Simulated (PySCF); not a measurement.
# C₆H₁₁OSi (doublet): what the fields show

Input file:

```
{"job": {"kind": "epr", "basis": "pcH-1"}, "charge": 0, "multiplicity": 2}
C     -2.495132     1.943389    -0.549070
C     -1.726689     1.098887    -0.186092
C     -0.790138     0.082297     0.209832
Si    -1.299824    -1.670840    -0.387565
C      0.617063     0.360616    -0.356027
C      1.331125     1.462236     0.434994
C      1.348840    -0.931495    -0.340772
O      2.088409    -1.240732    -1.447180
H     -3.174076     2.683223    -0.851961
H     -0.732977     0.074837     1.303398
H     -0.734550    -2.696574     0.493495
H     -0.943281    -1.875019    -1.788176
H     -2.763021    -1.750304    -0.268154
H      0.521404     0.674544    -1.399448
H      0.729949     2.368942     0.419732
H      1.474624     1.156793     1.470279
H      2.303500     1.677997    -0.002286
H      1.683782    -1.333518     0.606896
H      2.551187    -2.076028    -1.323863
```

Launched as:

```sh
OMP_NUM_THREADS=1 python probes_run.py task.json out
```

Geometry: GFN2-xTB.

The calculation used PySCF, UKS B3LYP, pcH-1 on C H O Si, non-relativistic, mean-field spin-orbit, GIAO.

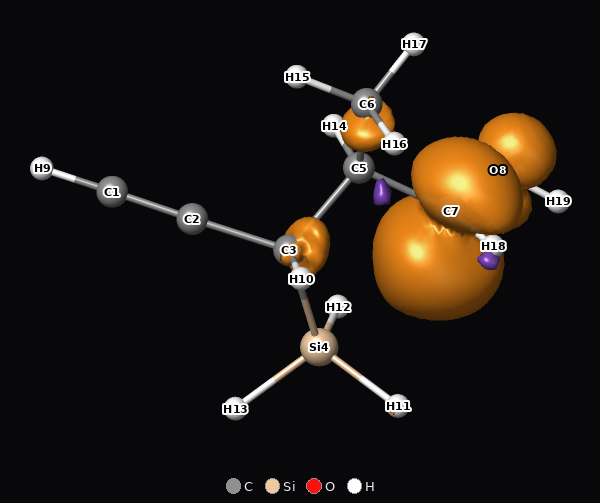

Figure 1. Isosurfaces of the spin density (α minus β) at +0.03 (orange) and −0.03 e/Å³ (purple), seen at a tilt.

Q: Describe the spin distribution.

A: The unpaired spin (1 electron) lies mostly on C7 (about 0.5) and O8 (about 0.2), in electrons by Hirshfeld's partition.

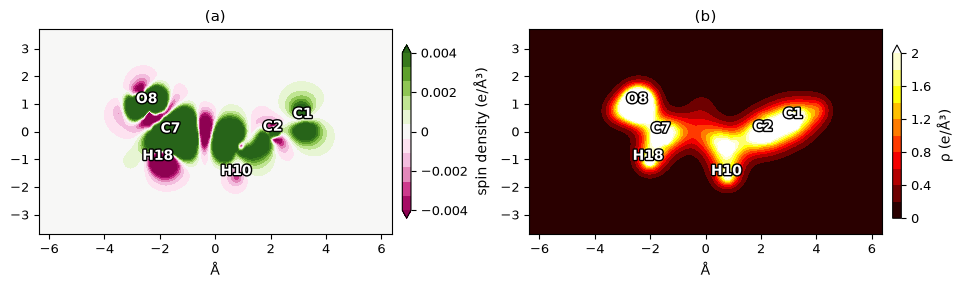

Figure 2. (a) spin density; (b) electron density on the plane of atoms O8, C7 and H18.

Q: What do the fields say about this system?

A:
- The plane passes through C, O and H nuclei.
- C–C (1.20 Å): the density is about 2.5 e/Å³ at the midpoint.
- C–O (1.37 Å): the density is about 3.1 e/Å³ at the midpoint.

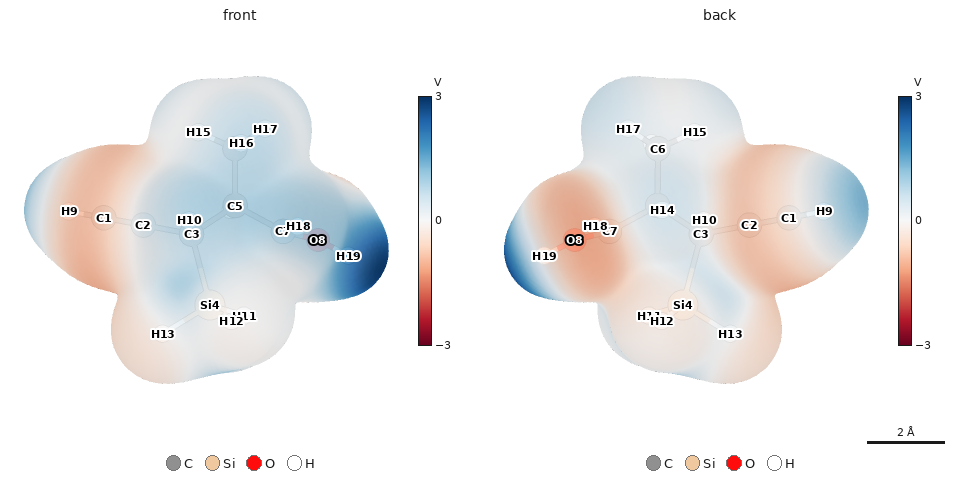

Figure 3. The electrostatic potential painted on the density surface at 0.002 e/bohr³, seen from the front and from behind; the colour scale runs from red (negative) to blue (positive).

Q: Where is the surface potential most negative and most positive?

A: The most negative region (about −1.2 V) lies over O8, the most positive (about +2.8 V) over H19. O8 is the likeliest acceptor of a hydrogen bond.
